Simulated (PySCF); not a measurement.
**YF3(H2O): a change of charge**

How does YF3(H2O) respond at fixed geometry? The runs cover a change of charge. The structure is generated, not taken from experiment.

Program: PySCF 2.14.0. Level of theory: PBE0, Y def2-SVP with ECP28, F def2-SVP, O def2-SVP, H def2-SVP; scalar-relativistic core potentials, no spin–orbit coupling. These are calculated values, not measurements.

1 further run of the same task is left out (for a known fault of the program).

## 1. The system as given

7 atoms, charge 0, spin multiplicity 1.

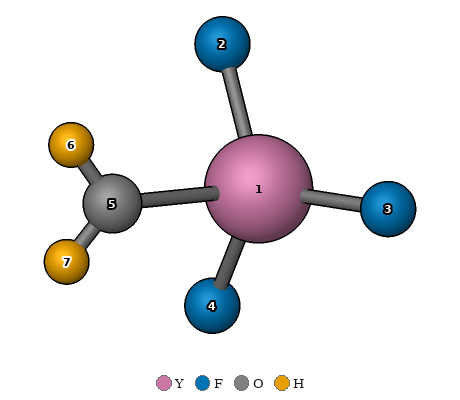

The geometry (yttrium pink, fluorine blue, oxygen grey, hydrogen amber); atoms are numbered from 1 in the order of the file.

Coordinates:

```xyz
7
F3H2OY
Y     0.0012   -0.1445    0.1445
F     0.8881    1.4338    1.0213
F    -1.1585   -1.3029    1.3029
F     0.8881   -1.0213   -1.4338
O    -1.3329    1.2489   -1.2489
H    -1.4031    2.2015   -1.1046
H    -1.4031    1.1046   -2.2015
```

Formal oxidation states: Y +3. An earlier session relaxed this geometry at PBE0, Y def2-SVP with ECP28, F def2-SVP, O def2-SVP, H def2-SVP (singlet, point group Cs).

Its energy there is -413.907832 Eh.

## 2. One electron removed, multiplicity 2

run.py (the lines that set the calculation)

```python
mol = gto.M(atom='''
Y      0.00123    -0.14452     0.14452
F      0.88806     1.43382     1.02129
F     -1.15847    -1.30287     1.30287
F      0.88806    -1.02129    -1.43382
O     -1.33289     1.24887    -1.24887
H     -1.40309     2.20151    -1.10457
H     -1.40309     1.10457    -2.20151''',
    basis={'Y': 'def2-SVP', 'F': 'def2-SVP', 'O': 'def2-SVP', 'H': 'def2-SVP'},
    ecp={'Y': 'def2-SVP'},
    charge=1, spin=1)
mf = dft.UKS(mol, xc='PBE0')
mf.grids.atom_grid = (50, 194)
mf = mf.density_fit()  # fitting sets: Y def2-universal-JKFIT, F def2-universal-JKFIT, O def2-universal-JKFIT, H def2-universal-JKFIT
mf.conv_tol = 1e-08; mf.max_cycle = 55
mf.kernel(dm0)  # dm0: the density of the relaxed state
```

Launch:

```sh
$ OMP_NUM_THREADS=2 python run.py
```

Output:

```text
init E= -413.915367156585
cycle= 1 E= -413.412471650877  delta_E= 0.503  |g|= 0.366  |ddm|= 0.703
  HOMO = -0.595581682664  LUMO = -0.594287428653  gap/eV = 0.03522
cycle= 2 E= -412.989042806156  delta_E= 0.423  |g|= 0.966  |ddm|= 1.09
  HOMO = -0.590795603845  LUMO = -0.546158357232  gap/eV = 1.21464
cycle= 3 E= -413.40974071062  delta_E= -0.421  |g|= 0.381  |ddm|= 1.04
  HOMO = -0.589283821038  LUMO = -0.537200112305  gap/eV = 1.41727
cycle= 4 E= -413.429107759943  delta_E= -0.0194  |g|= 0.293  |ddm|= 0.439
  HOMO = -0.584196942409  LUMO = -0.534488877805  gap/eV = 1.35263
cycle= 5 E= -413.461952510505  delta_E= -0.0328  |g|= 0.112  |ddm|= 0.277
  HOMO = -0.587489602031  LUMO = -0.529166772806  gap/eV = 1.58705
cycle= 6 E= -413.466919173589  delta_E= -0.00497  |g|= 0.0405  |ddm|= 0.0662
  HOMO = -0.58895352406  LUMO = -0.528444160707  gap/eV = 1.64654
cycle= 7 E= -413.467459254846  delta_E= -0.00054  |g|= 0.0261  |ddm|= 0.0329
  HOMO = -0.588515635633  LUMO = -0.528000405282  gap/eV = 1.64670
cycle= 8 E= -413.46766063951  delta_E= -0.000201  |g|= 0.0177  |ddm|= 0.0205
  HOMO = -0.588052527928  LUMO = -0.527879816362  gap/eV = 1.63738
cycle= 9 E= -413.467781470786  delta_E= -0.000121  |g|= 0.00936  |ddm|= 0.0158
  HOMO = -0.587533387544  LUMO = -0.527684227122  gap/eV = 1.62858
cycle= 10 E= -413.467830810854  delta_E= -4.93e-05  |g|= 0.00447  |ddm|= 0.0141
  HOMO = -0.586827565728  LUMO = -0.527495794843  gap/eV = 1.61450
cycle= 11 E= -413.467858297462  delta_E= -2.75e-05  |g|= 0.000865  |ddm|= 0.0181
  HOMO = -0.586322202818  LUMO = -0.527467803849  gap/eV = 1.60151
cycle= 12 E= -413.467866371376  delta_E= -8.07e-06  |g|= 0.000744  |ddm|= 0.0139
  HOMO = -0.586176255142  LUMO = -0.527491258527  gap/eV = 1.59690
cycle= 13 E= -413.467867936315  delta_E= -1.56e-06  |g|= 0.000384  |ddm|= 0.00569
  HOMO = -0.58613164221  LUMO = -0.527506100525  gap/eV = 1.59528
cycle= 14 E= -413.467868269025  delta_E= -3.33e-07  |g|= 0.00019  |ddm|= 0.00244
  HOMO = -0.586075833159  LUMO = -0.527486006809  gap/eV = 1.59431
cycle= 15 E= -413.467868360566  delta_E= -9.15e-08  |g|= 8.15e-05  |ddm|= 0.0015
  HOMO = -0.58607372949  LUMO = -0.527488505648  gap/eV = 1.59419
cycle= 16 E= -413.467868367561  delta_E= -6.99e-09  |g|= 8.7e-05  |ddm|= 0.000171
  HOMO = -0.586081632726  LUMO = -0.527493790903  gap/eV = 1.59426
Extra cycle  E= -413.467868341291  delta_E= 2.63e-08  |g|= 0.000329  |ddm|= 0.000422
converged SCF energy = -413.467868341291  <S^2> = 0.76108692  2S+1 = 2.0110564
```

Wall time 3.9 s (2 threads of Arm Neoverse V2, shared host).

Read off: E = -413.467868 Eh (+11.972 eV from the relaxed state), HOMO -15.95 eV, LUMO -14.35 eV (over both spins), ⟨S²⟩ = 0.761, Mulliken charge on Y1 +1.40 e. 

## 3. One electron added, multiplicity 2

Edit run.py (the lines that set the calculation) of step 2 so:

```diff
@@ -10,3 +10,3 @@
     ecp={'Y': 'def2-SVP'},
-    charge=1, spin=1)
+    charge=-1, spin=1)
 mf = dft.UKS(mol, xc='PBE0')
```

Launch:

```sh
$ OMP_NUM_THREADS=2 python run.py
```

Output:

```text
init E= -413.914764526779
  HOMO = -0.043593159624  LUMO = -0.0412023790051  gap/eV = 0.06506
cycle= 1 E= -413.8873274328  delta_E= 0.0274  |g|= 0.0987  |ddm|= 1.63
  HOMO = 0.078153766187  LUMO = 0.120977556785  gap/eV = 1.16529
cycle= 2 E= -413.889521569567  delta_E= -0.00219  |g|= 0.138  |ddm|= 1.22
  HOMO = 0.0675624423999  LUMO = 0.118331691056  gap/eV = 1.38150
cycle= 3 E= -413.897815502454  delta_E= -0.00829  |g|= 0.0206  |ddm|= 0.206
  HOMO = 0.062573791824  LUMO = 0.114720517241  gap/eV = 1.41898
cycle= 4 E= -413.897999892134  delta_E= -0.000184  |g|= 0.0065  |ddm|= 0.0487
  HOMO = 0.0609106525054  LUMO = 0.113172845809  gap/eV = 1.42213
cycle= 5 E= -413.898028107439  delta_E= -2.82e-05  |g|= 0.00436  |ddm|= 0.0461
  HOMO = 0.0605982404397  LUMO = 0.112874120185  gap/eV = 1.42250
cycle= 6 E= -413.898036514993  delta_E= -8.41e-06  |g|= 0.00168  |ddm|= 0.0184
  HOMO = 0.0605200490886  LUMO = 0.112775809811  gap/eV = 1.42195
cycle= 7 E= -413.898038093132  delta_E= -1.58e-06  |g|= 0.000412  |ddm|= 0.00902
  HOMO = 0.0605184319191  LUMO = 0.112747331119  gap/eV = 1.42122
cycle= 8 E= -413.898038204692  delta_E= -1.12e-07  |g|= 7.13e-05  |ddm|= 0.00209
  HOMO = 0.0605270947773  LUMO = 0.112759946228  gap/eV = 1.42133
cycle= 9 E= -413.898038209041  delta_E= -4.35e-09  |g|= 4.13e-05  |ddm|= 0.000491
  HOMO = 0.0605323115573  LUMO = 0.112763266492  gap/eV = 1.42128
Extra cycle  E= -413.898038208752  delta_E= 2.89e-10  |g|= 5.88e-05  |ddm|= 0.000164
converged SCF energy = -413.898038208752  <S^2> = 0.75057748  2S+1 = 2.0005774
```

Wall time 2.6 s (2 threads of Arm Neoverse V2, shared host).

Read off: E = -413.898038 Eh (+0.266 eV from the relaxed state), HOMO 1.65 eV, LUMO 3.07 eV (over both spins), ⟨S²⟩ = 0.751, Mulliken charge on Y1 +0.24 e. The highest filled level lies above zero; it isn't the detachment energy.

## 4. The states side by side

| state | energy from the relaxed state (eV) | ⟨S²⟩ | time |
| --- | --- | --- | --- |
| charge 0, singlet, vacuum (relaxed) | 0 | 0.00 |  |
| charge -1, doublet, vacuum | 0.27 | 0.75 | 2.6 s |
| charge +1, doublet, vacuum | 11.97 | 0.76 | 3.9 s |

An electron taken off or put on is at rest in vacuum. 

Removing an electron vertically costs 11.97 eV (doublet), against −HOMO = 9.61 eV. Adding an electron vertically costs 0.27 eV (doublet). The bases are small and lack diffuse functions. Spin–orbit coupling is left out.
